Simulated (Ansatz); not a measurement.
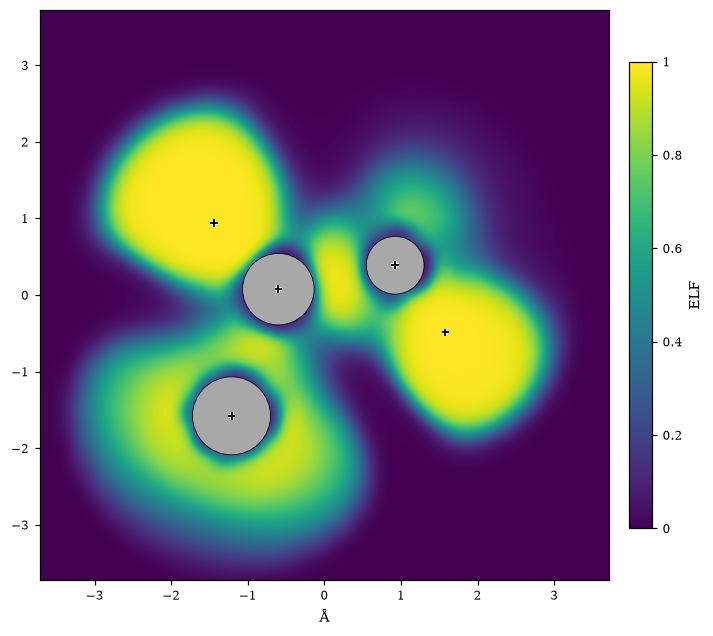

The ELF on a plane through atoms (crosses mark nuclei in the plane; grey discs cover the cores).

Method: RKS B3LYP-D4/def2-SVP in Ansatz.

Candidates:
A. CH$_{4}$BCl
B. GeH$_{2}$···CH$_{4}$

**Which candidate gave the map?**

Candidate A: CH$_{4}$BCl on the plane of atoms Cl2, B1 and C4, which holds B, Cl, H and C. C–B (1.56 Å): the ELF peaks at about 1 between the atoms, as expected for a covalent bond. B–Cl (1.76 Å): the ELF peaks at about 0.90 between the atoms; a polar covalent bond.
